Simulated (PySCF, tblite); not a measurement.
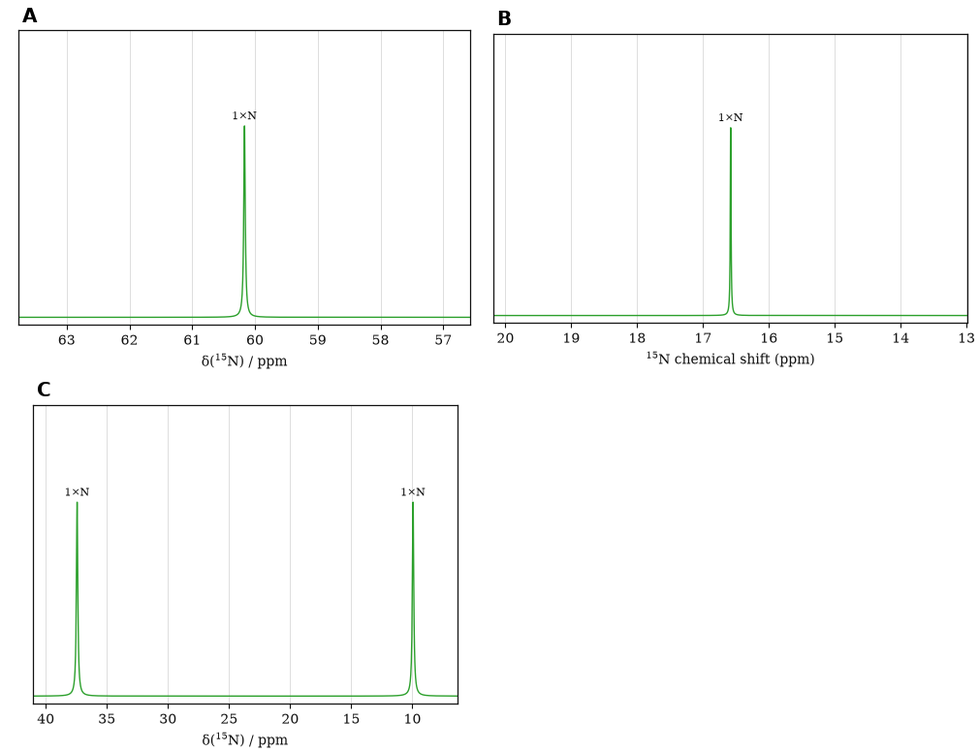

GIAO shifts, PBE0/pcSseg-1 in PySCF 2.14.0, at a GFN2-xTB geometry (a minimum by its frequencies), against NH₃ for ¹⁵N computed at the same level (¹⁵N: a single molecule, while the usual scales start at liquid NH₃ or nitromethane; multiply bonded nitrogen can come out tens of ppm too deshielded). Gas phase, fully decoupled, line heights follow the number of nuclei, widths are arbitrary (no quadrupolar broadening); values of one conformer, averaged over nuclei that symmetry, rotation about single bonds or inversion at nitrogen exchange, these motions taken as fast; other conformers aren't averaged in.

> Assign the panels.
1. CH₁₂N₂SSi₃, SMILES CN[Si@H](S)N([SiH3])[SiH3]
2. CH₁₃NSSi₄, SMILES [SiH3]C[Si@@H](S)N([SiH3])[SiH3]
3. C₄H₁₅NSi₂, SMILES CN(C)CC([SiH3])[SiH3]

A: 3 (60.2 (1 N) ppm)
B: 2 (16.6 (1 N) ppm)
C: 1 (37.4 (1 N), 9.9 (1 N) ppm)

Caveats, for all or some of the runs: the tight-binding geometry is rougher than a DFT one and adds to the error.
